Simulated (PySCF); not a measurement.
SMILES c1oc(cc1)[SiH2]Cc1cccs1 (C₉H₁₀OSSi) at its GFN2-xTB optimised geometry (Å):

```
22

C     -0.2059    -2.2739     0.0000
C      1.1561    -2.2739     0.0000
O      1.6307    -1.0231     0.0000
C      0.5693    -0.1794    -0.0027
Si     0.9006     1.6616    -0.0434
C      0.3438     2.3389    -1.7549
C     -1.0021     1.8300    -2.1066
C     -2.2152     2.2735    -1.6778
C     -3.2965     1.5049    -2.1663
C     -2.8939     0.4791    -2.9549
S     -1.1802     0.4341    -3.1225
C     -0.5866    -0.9152    -0.0004
H     -0.8504    -3.1291    -0.0013
H      1.8709    -3.0735    -0.0004
H      2.3334     1.9009     0.1289
H      0.1021     2.3203     0.9967
H      1.0597     2.0412    -2.5209
H      0.3277     3.4286    -1.7241
H     -2.3334     3.1291    -1.0368
H     -4.3270     1.7112    -1.9366
H     -3.4894    -0.2577    -3.4556
H     -1.5841    -0.5243    -0.0011
```

Level of theory: PBE0/def2-SVP run with PySCF. Cells within 0.4 Å of a nucleus heavier than hydrogen are left out (blank, or x).

Map of the electron localisation function on the plane z = 0.0 Å:

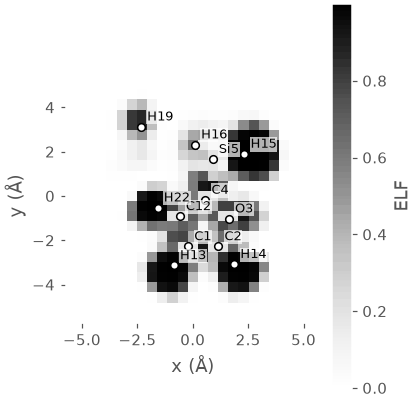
Fig. 1. Electron localisation function on the plane z = 0.0 Å.
